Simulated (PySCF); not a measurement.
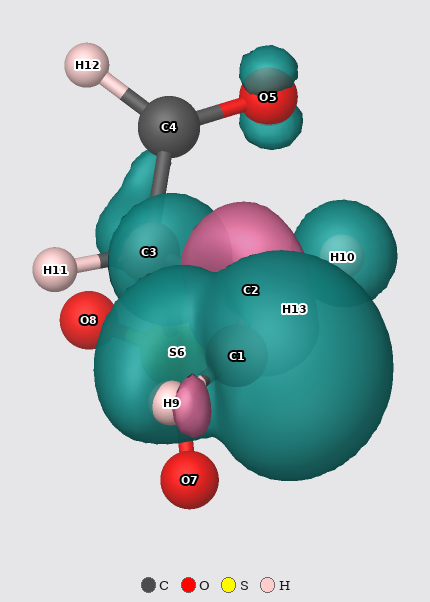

C₄H₅O₃S (doublet). Isosurfaces of the spin density at +0.015 (teal) and −0.015 e/Å³ (pink), seen at an oblique angle.

Geometry: GFN2-xTB.

Level of theory: UKS B3LYP, pcH-1 on C H O S, non-relativistic, mean-field spin-orbit, GIAO (PySCF 2.14.0, density-fitted response routines).

```
atom    x (Å)    y (Å)    z (Å)
   C   2.4008   0.1074   0.4246
   C   1.1740  -0.2200   0.6139
   C   0.0984  -0.2967  -0.4532
   C  -0.8938  -1.3725  -0.2164
   O  -1.4055  -1.5409   0.8614
   S  -0.9499   1.1868  -0.1157
   O  -0.1436   2.3577   0.0078
   O  -2.0528   1.1919  -1.0230
   H   3.1208   0.3937  -0.3003
   H   0.7816  -0.4664   1.5956
   H   0.4780  -0.2271  -1.4685
   H  -1.1637  -1.9833  -1.0929
   H  -1.4486   0.8698   1.1491
```

Which atoms carry the spin?

Answer. The unpaired spin (1 electron) lies mostly on C1 (about 0.8), in electrons by Hirshfeld's partition.
